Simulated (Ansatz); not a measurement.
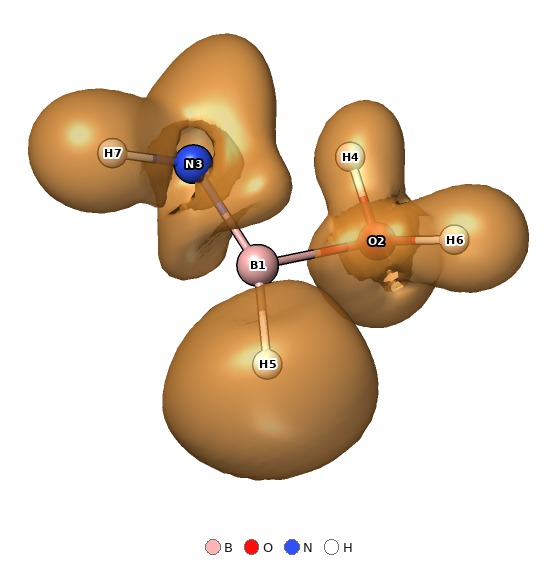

Figure 1: BH₄NO. Isosurface of the ELF at 0.75 (orange), seen at a tilt. Only the valence region is drawn (cores and ρ < 0.01 e/Å³ removed).

The product side of a reaction path; geometry: PBE0-D4/def2-TZVP.

Computed with RKS PBE0-D4/def2-TZVPP (Ansatz 0.2.0).

```xyz
7

B     0.0042    0.5713    0.1896
O    -0.1320   -1.0000    0.6804
N    -0.2677    0.5272   -1.0958
H    -0.2944   -1.2990   -0.2436
H     0.3027    1.2355    1.1338
H     0.6895   -1.3895    1.0056
H    -0.3023    1.3543   -1.6701
```

### Where are the electrons localised?

The surface consists of one region around a hydrogen nucleus, one joined region spread over several atoms (B, H, N), in which their bonds and any lone pairs are merged and one joined region spread over several atoms (H, O), in which their bonds and any lone pairs are merged. Profiles from the grid: B–N (1.31 Å): the ELF peaks at about 0.90 between the atoms: a polar covalent bond. B–O (1.65 Å): the ELF peaks at about 0.90 between the atoms: a polar covalent bond.
